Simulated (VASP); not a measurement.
## A VASP study of BaAs2Rh2 (optB86b-vdW): structure first, properties next

What structure and properties does optB86b-vdW give BaAs2Rh2, and how near are they to the measured ones? The steps: relaxing cell and atoms (optB86b-vdW), second relaxation, density, ELF and potential (optB86b-vdW), bands along the symmetry lines (optB86b-vdW), density of states (optB86b-vdW), vibrations at Γ (optB86b-vdW) and independent-particle dielectric function (optB86b-vdW). Left out of this account: 3 further runs (self-consistent run: a volume scan without its fit). The start is a computed cell from the Materials Project.

Method: optB86b-vdW; plane waves and PAW (Ba_sv, As, Rh_pv), in VASP 6.6.1.

**1. Starting point**

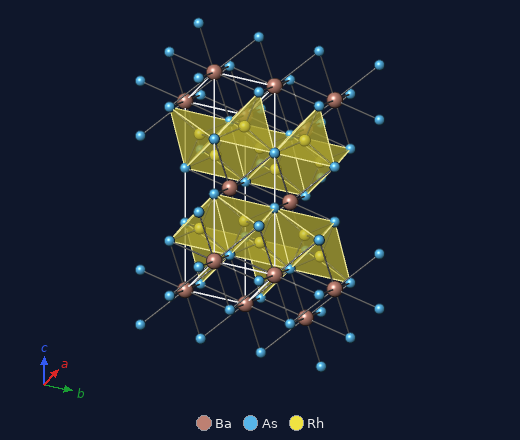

Start, viewed from a free direction; barium pink, arsenic blue, rhodium yellow. 1×2×1 cells are drawn. This picture shows the conventional cell, with its axes. Some periodic images of atoms are drawn too.

**2. Relaxing cell and atoms (optB86b-vdW)**

The start need not lie at this functional's minimum. ISIF = 3 frees volume, shape and positions, and EDIFFG sets the threshold on forces and stress at which the search stops. optB86b-vdW pairs nonlocal correlation with a less repulsive exchange of B86b form. LUSE_VDW switches on a nonlocal correlation term for dispersion.

File INCAR:

```
SYSTEM = BaAs2Rh2
PREC = Accurate
ENCUT = 400
EDIFF = 1E-06
NELM = 100
ISMEAR = 1
SIGMA = 0.2
LREAL = .FALSE.
ALGO = Normal
GGA = MK
AGGAC = 0
LUSE_VDW = .TRUE.
PARAM1 = 0.1234
PARAM2 = 1
LASPH = .TRUE.
NBANDS = 31
LORBIT = 11
LWAVE = .FALSE.
LCHARG = .FALSE.
KPAR = 4
IBRION = 2
NSW = 60
ISIF = 3
EDIFFG = -0.01
```

File POSCAR:

```
BaAs2Rh2
1.0
   -2.0306114045      2.0306114045      6.5301503660
    2.0306114045     -2.0306114045      6.5301503660
    2.0306114045      2.0306114045     -6.5301503660
Ba As Rh
1 2 2
Direct
    0.0000000000      0.0000000000      0.0000000000
    0.3547591700      0.3547591700      0.0000000000
    0.6452408300      0.6452408300      0.0000000000
    0.7500000000      0.2500000000      0.5000000000
    0.2500000000      0.7500000000      0.5000000000
```

File KPOINTS:

```
Automatic mesh
0
Gamma
9 9 9
0 0 0
```

The projector-augmented-wave data sets are Ba_sv, As and Rh_pv (PBE family, release 64).

Launch:

```sh
> mpirun -np 4 vasp_std
```

The log of the run:

```text
[banner, memory and clock lines left out]
running    4 mpi-ranks, on    1 nodes
 distrk:  each k-point on    1 cores,    4 groups
 distr:  one band on    1 cores,    1 groups

 POSCAR found type information on POSCAR BaAsRh
 POSCAR found :  3 types and       5 ions
|                                                                             |
|               ----> ADVICE to this user running VASP <----                  |
|                                                                             |
|     You have switched on vdW-DFT.                                           |
|     This routine was written and supplied by Jiri Klimes. We recommend      |
|     that you carefully read and cite the following publications:            |
|       J. Klimes, D.R. Bowler, A. Michelides                                 |
|          J. Phys.: Cond Matt. 22 022201 (2010)                              |
|       J. Klimes, D.R. Bowler, A. Michelides                                 |
|          Phys. Rev. B. 83, 195131 (2011)                                    |
|     and references therein.                                                 |
|                                                                             |

|                                                                             |
|               ----> ADVICE to this user running VASP <----                  |
|                                                                             |
|     You enforced a specific xc type in the INCAR file but a different       |
|     [... a line on the potential file left out ...]
|     I HOPE YOU KNOW WHAT YOU ARE DOING!                                     |
|                                                                             |

 LDA part: xc-table for (Slater+PW92), standard interpolation
 POSCAR, INCAR and KPOINTS ok, starting setup
 FFT: planning ... GRIDC
 FFT: planning ... GRID_SOFT
 FFT: planning ... GRID
 WAVECAR not read
 entering main loop
       N       E                     dE             d eps       ncg     rms          rms(c)
DAV:   1     0.390999127925E+03    0.39100E+03   -0.24457E+04  5306   0.128E+03
DAV:   2    -0.591656629009E+00   -0.39159E+03   -0.37756E+03  5391   0.357E+02
DAV:   3    -0.192005277501E+02   -0.18609E+02   -0.18195E+02  6240   0.737E+01
DAV:   4    -0.195760097096E+02   -0.37548E+00   -0.37465E+00  5846   0.913E+00
DAV:   5    -0.195858824377E+02   -0.98727E-02   -0.98684E-02  6354   0.129E+00    0.145E+01
DAV:   6    -0.192410922358E+02    0.34479E+00   -0.97473E+00  5245   0.211E+01    0.736E+00
DAV:   7    -0.186734024578E+02    0.56769E+00   -0.35257E+00  5252   0.130E+01    0.459E+00
DAV:   8    -0.186096519488E+02    0.63751E-01   -0.23336E-01  5490   0.325E+00    0.110E+00
DAV:   9    -0.186063493896E+02    0.33026E-02   -0.28922E-02  5716   0.111E+00    0.197E-01
DAV:  10    -0.186065820207E+02   -0.23263E-03   -0.34243E-03  5399   0.447E-01    0.624E-02
DAV:  11    -0.186065883412E+02   -0.63206E-05   -0.18075E-04  5617   0.981E-02    0.279E-02
DAV:  12    -0.186065975099E+02   -0.91687E-05   -0.39344E-05  5608   0.357E-02    0.645E-03
DAV:  13    -0.186065982218E+02   -0.71190E-06   -0.30875E-06  5292   0.994E-03
   1 F= -.18606598E+02 E0= -.18607217E+02  d E =-.186066E+02
 curvature:   0.00 expect dE= 0.000E+00 dE for cont linesearch  0.000E+00
 trial: gam= 0.00000 g(F)=  0.168E-01 g(S)=  0.123E-02 ort = 0.000E+00 (trialstep = 0.100E+01)
 search vector abs. value=  0.181E-01
 bond charge predicted
       N       E                     dE             d eps       ncg     rms          rms(c)
DAV:   1    -0.186602888830E+02   -0.53691E-01   -0.88376E-01  4685   0.669E+00    0.147E+00
DAV:   2    -0.186506223886E+02    0.96665E-02   -0.45403E-01  5161   0.483E+00    0.115E+00
DAV:   3    -0.186206189272E+02    0.30003E-01   -0.87827E-02  5161   0.220E+00    0.221E-01
DAV:   4    -0.186203865644E+02    0.23236E-03   -0.84356E-03  5885   0.367E-01    0.907E-02
DAV:   5    -0.186203295536E+02    0.57011E-04   -0.59055E-04  6014   0.168E-01    0.555E-02
DAV:   6    -0.186203545425E+02   -0.24989E-04   -0.96356E-05  6221   0.483E-02    0.156E-02
DAV:   7    -0.186203547718E+02   -0.22934E-06   -0.13142E-05  5364   0.147E-02    0.568E-03
DAV:   8    -0.186203551922E+02   -0.42033E-06   -0.23237E-06  4431   0.966E-03
   2 F= -.18620355E+02 E0= -.18621113E+02  d E =-.137570E-01
[...]
3 F= -.18625237E+02 E0= -.18626022E+02  d E =-.186384E-01
[...]
4 F= -.18624109E+02 E0= -.18624849E+02  d E =0.112736E-02
[...]
5 F= -.18626358E+02 E0= -.18627126E+02  d E =-.112100E-02
[...]
6 F= -.18627018E+02 E0= -.18627839E+02  d E =-.660728E-03
 trial-energy change:   -0.000661  1 .order   -0.000667   -0.000914   -0.000419
 step:   2.1392(harm=  1.9881)  dis= 0.00052  next Energy=   -18.627219 (dE=-0.862E-03)
 bond charge predicted
       N       E                     dE             d eps       ncg     rms          rms(c)
DAV:   1    -0.186322382366E+02   -0.52193E-02   -0.18885E-01  4755   0.277E+00    0.414E-01
DAV:   2    -0.186283717333E+02    0.38665E-02   -0.79164E-03  5231   0.602E-01    0.226E-01
DAV:   3    -0.186275070700E+02    0.86466E-03   -0.36559E-03  5350   0.450E-01    0.123E-01
DAV:   4    -0.186271313685E+02    0.37570E-03   -0.10540E-03  5339   0.210E-01    0.351E-02
DAV:   5    -0.186271300434E+02    0.13252E-05   -0.10149E-04  5420   0.524E-02    0.118E-02
DAV:   6    -0.186271293839E+02    0.65950E-06   -0.81888E-06  5036   0.173E-02
   7 F= -.18627129E+02 E0= -.18627983E+02  d E =-.771767E-03
 curvature:  -1.16 expect dE=-0.129E-04 dE for cont linesearch -0.500E-05
 trial: gam= 0.00000 g(F)=  0.734E-05 g(S)=  0.386E-05 ort =-0.663E-04 (trialstep = 0.129E+01)
 search vector abs. value=  0.112E-04
 reached required accuracy - stopping structural energy minimisation
```

Elapsed: 26 min, on 4 MPI ranks of Intel Xeon Platinum 8259CL at 2.50GHz (Skylake/Cascade Lake), shared host; peak memory 3.9 GiB.

The logs omit lines about the potential files and the build; timing stands in the text.

OUTCAR, selected parts (step 2):

```text
ion  position               nearest neighbor table
   1  0.000  0.000  0.000-   3 3.44   3 3.44   3 3.44   2 3.44   3 3.44   2 3.44   2 3.44   2 3.44
                             5 3.85   4 3.85   5 3.85   4 3.85   4 3.85   4 3.85   5 3.85   5 3.85
   2  0.355  0.355  0.000-   4 2.45   5 2.45   5 2.45   4 2.45   1 3.44   1 3.44   1 3.44   1 3.44

  LATTYP: Found a body centered tetragonal cell.
 ALAT       =     4.0612228090
 C/A-ratio  =     3.2158542750

 Subroutine GETGRP returns: Found 16 space group operations
 (whereof 16 operations were pure point group operations)

The static configuration has the point symmetry D_4h.

 Found     75 irreducible k-points:

   k-points           NKPTS =     75   k-points in BZ     NKDIM =     75   number of bands    NBANDS=     31

   dimension x,y,z NGX =    48 NGY =   48 NGZ =   48
   dimension x,y,z NGXF=    96 NGYF=   96 NGZF=   96

   ENCUT  =  400.0 eV  29.40 Ry    5.42 a.u.  11.63 11.63 11.63*2*pi/ulx,y,z

   NELECT =      50.0000    total number of electrons

 k-points in reciprocal lattice and weights: Automatic mesh
   0.00000000  0.00000000  0.00000000       0.001
   0.11111111 -0.00000000  0.00000000       0.011
   0.22222222  0.00000000  0.00000000       0.011
   0.33333333 -0.00000000  0.00000000       0.011
   0.44444444  0.00000000  0.00000000       0.011
   0.11111111  0.11111111  0.00000000       0.011
   0.22222222  0.11111111  0.00000000       0.022
   0.33333333  0.11111111 -0.00000000       0.022
   0.44444444  0.11111111  0.00000000       0.022
[...]
-0.44444444  0.44444444  0.44444444       0.005
  -0.44444444 -0.44444444  0.44444444       0.003

 average (electrostatic) potential at core
       1 -33.4627       2 -48.4436       3 -48.4436       4 -75.9688       5 -75.9688

 E-fermi :   6.6649

 k-point     1 :       0.0000    0.0000    0.0000
  band No.  band energies     occupation
    ...
     21       4.5030      2.00000
     22       5.4274      2.00000
     23       5.7891      2.00000
     24       5.7891      2.00000
     25       6.5700      1.71147
     26       6.8354     -0.00468
     27       8.6863     -0.00000
     28       8.7204     -0.00000
     29       8.8571     -0.00000
     30       8.8571     -0.00000
    ...

 k-point     2 :       0.1111   -0.0000    0.0000
  band No.  band energies     occupation
    ...
     21       4.4880      2.00000
     22       5.3084      2.00000
     23       5.5660      2.00000
     24       5.5974      2.00000
     25       6.7027      0.68572
     26       6.8191      0.03529
     27       8.3065     -0.00000
     28       8.5739     -0.00000
     29       8.7525     -0.00000
     30       9.4340     -0.00000
    ...

 k-point     3 :       0.2222    0.0000    0.0000
  band No.  band energies     occupation
    ...
     21       4.6085      2.00000
     22       4.9737      2.00000
     23       5.1170      2.00000
     24       5.1508      2.00000
     25       6.5544      1.79483
     26       7.0045     -0.03725
     27       8.0804     -0.00000
     28       8.3920     -0.00000
     29       8.8615     -0.00000
     30      10.0835     -0.00000
    ...

Total vdW correction in eV:      7.3640102

  Total       -0.0073104     -0.0073104      0.0171120      0.0000000      0.0000000      0.0000000
  in kB       -0.1106256     -0.1106256      0.2589504      0.0000000      0.0000000      0.0000000
  external PRESSURE =       0.0125664 kB  Pullay stress =       0.0000000 kB

  energy-cutoff  :      400.00
  volume of cell :      105.88
      direct lattice vectors                 reciprocal lattice vectors
    -2.027936697  2.027936697  6.436153048     0.000000000  0.246556020  0.077686158
     2.027936697 -2.027936697  6.436153048     0.246556020  0.000000000  0.077686158
     2.027936697  2.027936697 -6.436153048     0.246556020  0.246556020  0.000000000

 POSITION                                       TOTAL-FORCE (eV/Angst)
 -----------------------------------------------------------------------------------
      0.00000     -0.00000      0.00000        -0.000000     -0.000000      0.000000
      0.00000      0.00000      4.60886         0.000000      0.000000      0.008722
      0.00000      0.00000      8.26344        -0.000000     -0.000000     -0.008722
      0.00000      2.02794      3.21808        -0.000000     -0.000000      0.000000
      2.02794      0.00000      3.21808        -0.000000     -0.000000     -0.000000
 -----------------------------------------------------------------------------------
    total drift:                                0.000000     -0.000000      0.000000

  FREE ENERGIE OF THE ION-ELECTRON SYSTEM (eV)
  ---------------------------------------------------
  free  energy   TOTEN  =       -18.6271293839 eV

  energy  without entropy=      -18.6296891636  energy(sigma->0) =      -18.62798264

Total vdW correction in eV:      7.3640627

 reached required accuracy - stopping structural energy minimisation

 total charge
# of ion       s       p       d       tot
------------------------------------------
    1        2.012   5.583   0.369   7.964
    2        1.226   1.497   0.084   2.807
    3        1.226   1.497   0.084   2.807
    4        0.346   6.273   7.253  13.872
    5        0.346   6.273   7.253  13.872
--------------------------------------------------
tot          5.157  21.122  15.042  41.321

[... 3 further parts left out ...]
```

CONTCAR:

```
BaAs2Rh2
   1.00000000000000
    -2.0279366972749329    2.0279366972749329    6.4361530479784195
     2.0279366972749329   -2.0279366972749329    6.4361530479784195
     2.0279366972749329    2.0279366972749329   -6.4361530479784195
  Ba              As              Rh
     1     2     2
Direct
     0.0000000000000000    0.0000000000000000    0.0000000000000000
     0.3580447860643101    0.3580447860643101    0.0000000000000000
     0.6419552139356900    0.6419552139356900    0.0000000000000000
     0.7500000000000000    0.2500000000000000    0.5000000000000000
     0.2500000000000000    0.7500000000000000    0.5000000000000000
```

Harder data sets than Ba_sv exist (the GW ones), and pressures, volumes and forces can shift noticeably with them. The PAW data sets were made with PBE, which is usual practice but a small mismatch for other functionals. The run keeps the 16 symmetry operations of its start, so it cannot find a distortion of lower symmetry.

The steps of the relaxation:

```
step  energy less that of the first step (eV)  largest force (eV/Å)  pressure (GPa)  volume (Å³)
   1                                   0.0000                0.4177           -0.29       107.71
   2                                  -0.0138                0.1882           -0.43       107.10
   3                                  -0.0186                0.0668           -0.51       106.44
   4                                  -0.0175                0.0606            1.01       104.97
   5                                  -0.0198                0.0142            0.12       105.82
   6                                  -0.0204                0.0024            0.05       105.85
   7                                  -0.0205                0.0087            0.00       105.88
```

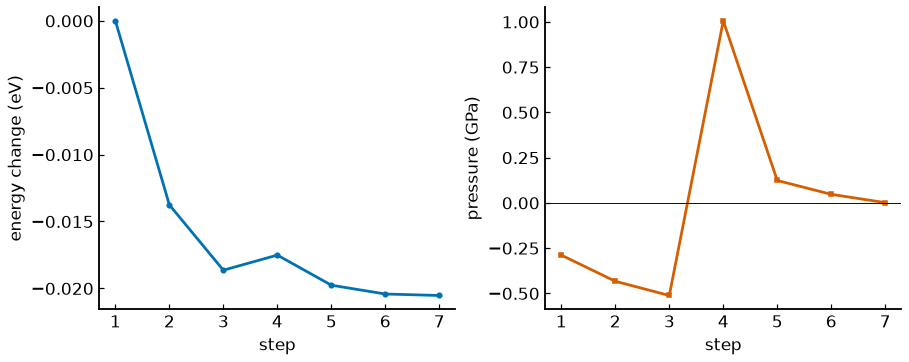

Energy and pressure along the relaxation.

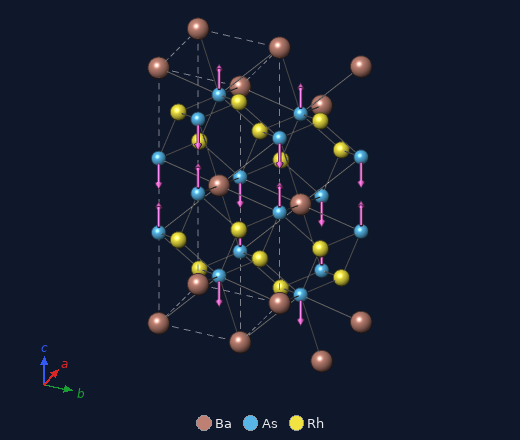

Displacements in the relaxation, exaggerated, measured against the changing cell; the longest in the cell stands for 0.04 Å. 1×2×1 conventional cells are drawn. Some periodic images of atoms are drawn too.

```
conventional cell, symmetrised  before   after  change
                         a (Å)   4.061   4.056  -0.1 %
                         b (Å)   4.061   4.056  -0.1 %
                         c (Å)  13.060  12.872  -1.4 %
              volume (Å³/atom)   21.54   21.18  -1.7 %
```

The atoms that moved most (Å, as changes of fractional coordinates times the final cell):

```
atom     dx     dy      dz  length
 As2  0.000  0.000   0.042   0.042
 As3  0.000  0.000  -0.042   0.042
```

The relaxed structure:

```xyz
5
Lattice="-2.0279 2.0279 6.4362 2.0279 -2.0279 6.4362 2.0279 2.0279 -6.4362" Properties=species:S:1:pos:R:3 pbc="T T T"
Ba    0.0000    0.0000    0.0000
As    0.0000    0.0000    4.6089
As    0.0000    0.0000    8.2634
Rh    0.0000    2.0279    3.2181
Rh    2.0279    0.0000    3.2181
```

Numbers from this step:

```yaml
electrons: 50
bands: 31
irreducible_k_points: 75
symmetry_operations: 16
free_energy_toten: -18.63 eV
energy_at_zero_smearing: -18.63 eV
fermi_energy: 6.665 eV
pressure: 0.001257 GPa
metallic: yes
scf_cycles_over_all_ionic_steps: 58
```

It ends with a largest force of 0.009 eV/Å and a pressure of 0.00 GPa.

(Continued in part 2 of 5.)

[Lines on the potential files, build, host, timing and source positions are cut from VASP's logs without a mark.]

[Logs are printed without paths, hosts, clocks, repeated set-up lines and the standing remarks that a program may print on its own settings, such as how far it seeks lower states.]

[Hosts, paths, dates, database ids (printed as entryN), source tags and the programs' standing remarks are cut or masked in the printed files.]

[A measured line is paired with the nearest computed mode of its activity, which favours agreement.]
